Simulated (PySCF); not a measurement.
```yaml
atoms:
  - { symbol: Cl, position_ang: [-0.8697, -1.5370, -0.3331] }
  - { symbol: B, position_ang: [0.0169, -0.0267, 0.3560] }
  - { symbol: Cl, position_ang: [-0.8845, 1.5334, -0.1897] }
  - { symbol: Cl, position_ang: [1.7836, 0.0100, -0.2903] }
  - { symbol: H, position_ang: [0.0310, -0.0822, 1.5675] }
```

Geometry: PBE0-D3(BJ)/ma-def2-SVP.

These are results of DFT single point, gas phase, functional wB97X in PySCF 2.14.0, density-fitted response routines, not measurements.

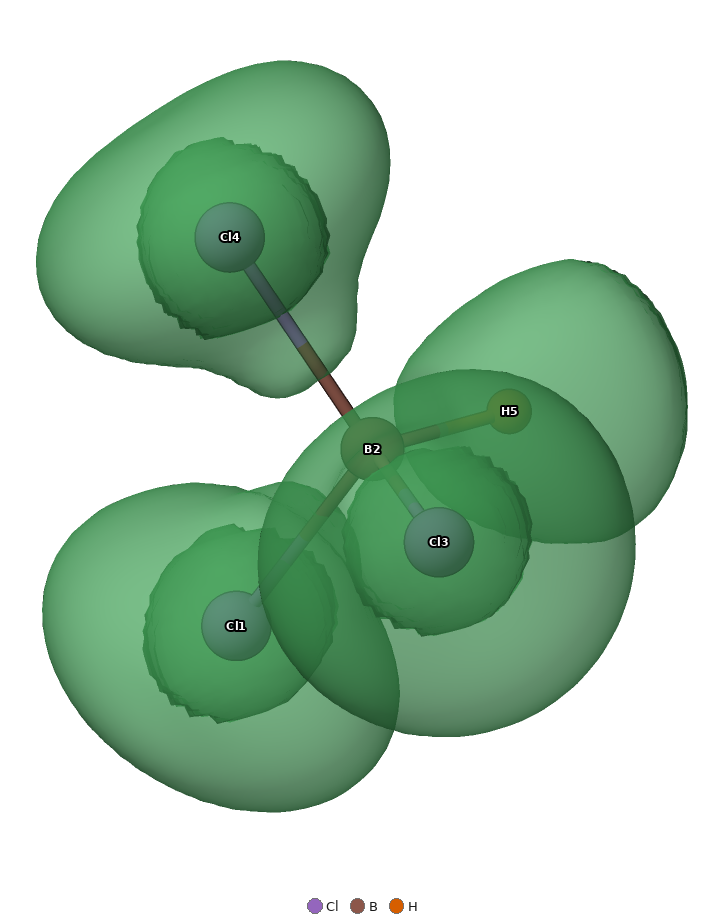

BCl$_{3}$H (SMILES Cl[BH-](Cl)Cl) (charge −1). Isosurface of the ELF at 0.75 (green), seen at an oblique angle. Core shells and regions of very low density are left out.

Question: What do the ELF domains correspond to?

Answer: At this value the surface marks out one region around a hydrogen nucleus and three regions on Cl in which the atom's valence shell and bonds are merged. Profiles from the grid: B–Cl (1.88 Å): the ELF peaks at about 0.90 between the atoms: a polar covalent bond. B–H (1.21 Å): the ELF climbs to about 1 towards the hydrogen, as it does in any bond to H (an ordinary covalent bond to hydrogen).
